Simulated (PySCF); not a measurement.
C6H10FIn, SMILES C=C[CH2][In]([F])[CH2]C=C at its GFN2-xTB optimised geometry (Å):

```
18

In     0.1508     0.0006     0.0000
C      2.5302     0.0006     0.0000
C      3.1171    -1.2495    -0.4250
C      3.4459    -1.5320    -1.6877
H      2.7294     0.2819     1.0303
H      2.6622     0.8315    -0.6888
H      3.2933    -1.9923     0.3462
H      3.2846    -0.8174    -2.4805
H      3.8973    -2.4693    -1.9629
C     -1.9861    -1.0596    -0.0245
C     -2.9313    -0.0870    -0.5264
C     -3.3529    -0.0384    -1.7919
H     -2.1104    -1.3259     1.0220
H     -1.8354    -1.9263    -0.6630
H     -3.2933     0.6472     0.1841
H     -3.0140    -0.7541    -2.5262
H     -4.0654     0.6961    -2.1241
F     -0.1782     1.9923     0.0000
```

Level of theory: B3LYP/def2-SVP, def2 effective core potentials past Kr (PySCF 2.14.0). The core electrons that the potentials of In replace are not part of the density.

Map of the electrostatic potential (hartree/e), clipped to [-0.08, 0.12] on the plane z = 0.6 Å:

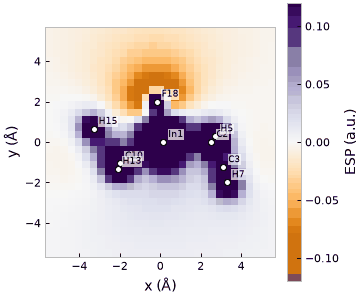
Figure: Electrostatic potential (hartree/e), clipped to [-0.08, 0.12] on the plane z = 0.6 Å.
